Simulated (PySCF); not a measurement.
# C3H3FO: the cost of one run

Computed with PySCF 2.14.0, with density-fitted response routines of our own, on a single molecule, in the gas phase or a continuum. Atoms count from 0, in the outputs and in this text.

## 1. The molecule as given

8 atoms, charge 0, multiplicity 1; geometry from: GFN2-xTB. The atoms were then displaced at random by about 0.01 Å, so the start is not that level's minimum.

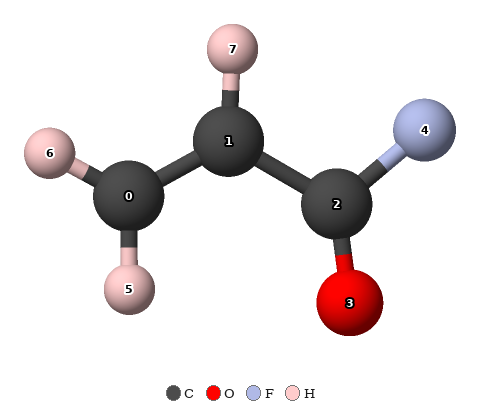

The starting geometry (carbon dark grey, oxygen red, fluorine light blue, hydrogen pink), atoms numbered.

## 2. Relaxing the molecule at PBE0-D3(BJ)/def2-TZVP

The job: settings as JSON, then the geometry in Å.

```
{"job": {"xc": "PBE0", "basis": "def2-TZVP", "d3": "d3bj", "grid": 2, "shake": 0.01, "kind": "geom"}, "charge": 0, "multiplicity": 1}
C      1.242580     0.134080    -0.239720
C      0.123060    -0.067080     0.474230
C     -1.207970    -0.092750    -0.167780
O     -1.455450     0.066470    -1.296420
F     -2.170230    -0.345120     0.751260
H      1.147020     0.326620    -1.309920
H      2.212870     0.183960     0.198060
H      0.163250    -0.225330     1.537820
```

On the command line:

```
$ OMP_NUM_THREADS=1 python probes_run.py task.json out
```

The driver reads the jobs from task.json and runs them one after another.

Q: Estimate the wall time and peak memory of this first job on 1 thread of Intel Xeon 6975P-C, shared host.

About 66 s, with a peak of 0.78 GiB.
